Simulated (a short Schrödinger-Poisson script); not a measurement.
System: MOS inversion layer, SiO2 on p-type Ge(100), at 400 K.

| layer | material | thickness (nm) | Na (cm⁻³) |
|---|---|---|---|
| 1 | SiO2 | 3.4 | - |
| 2 | Ge | 1400 | 2.5e17 |

The device is made up for the run: typed textbook-type constants, with dimensions and the other settings drawn at random. SiO2: permittivity 3.9, conduction-band edge (eV) 3.1, gap (eV) 9, electron mass (mₑ) 0.5. Ge: permittivity 16, conduction-band edge (eV) 0, gap (eV) 0.664, Nv at 300 K (cm⁻³) 6e18.

Channel valleys (confinement mass, in-plane density-of-states mass, number): L4 0.12, 0.295, 4. At the gate the conduction-band edge of layer 1 lies 3.35 eV − eVg above the Fermi level of the channel; the field vanishes at the back. Gaps are held at their typed values at every temperature. Mesh 0.03 nm at interfaces.

From a short Schrödinger-Poisson script (our own, NumPy): 1D Poisson equation in equilibrium, electrons quantum, Hartree (BenDaniel-Duke, 12 states a valley, the channel's in-plane mass for all, wave functions ending at the dielectric), parabolic valleys, classical holes, full ionisation, no traps, pinning or gate leakage.

Only gate voltages with over 1e8 electrons/cm² are shown.

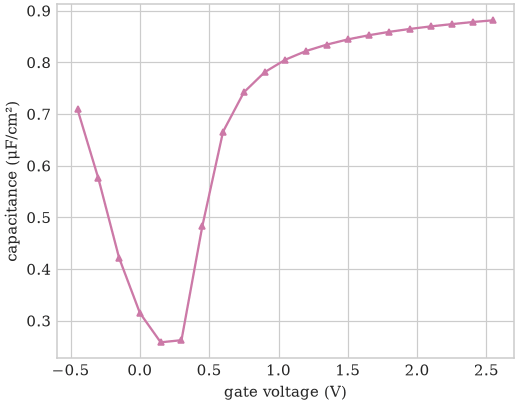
Figure: Quasi-static capacitance against gate voltage

```tsv
Vg (V)	electrons (cm⁻²)	C (μF/cm²)	L4 E0 (meV)	L4 E1 (meV)
-0.45	3.46e8	0.709	547.9	558.0
-0.3	3.48e8	0.576	542.6	548.7
-0.15	3.58e8	0.421	507.2	527.4
0	4.36e8	0.315	434.1	473.9
0.15	1.47e9	0.258	341.6	394.6
0.3	1.95e10	0.262	240.9	303.6
0.45	2.05e11	0.482	157.5	227.8
0.6	6.94e11	0.666	114.1	190.7
0.75	1.33e12	0.742	90.4	172.4
0.9	2.03e12	0.781	74.7	161.6
1.05	2.77e12	0.805	63.0	154.4
1.2	3.53e12	0.822	53.6	149.2
1.35	4.30e12	0.834	45.7	145.2
1.5	5.08e12	0.844	39.0	142.1
1.65	5.88e12	0.852	33.0	139.6
1.8	6.68e12	0.859	27.6	137.6
1.95	7.48e12	0.865	22.7	135.9
2.1	8.30e12	0.870	18.1	134.4
2.25	9.11e12	0.874	13.9	133.2
2.4	9.93e12	0.878	10.0	132.1
2.55	1.08e13	0.881	6.2	131.1
```

Subbands count from the Fermi level.

Only the L valleys are kept; under strong confinement the Δ valleys of Ge fill too.
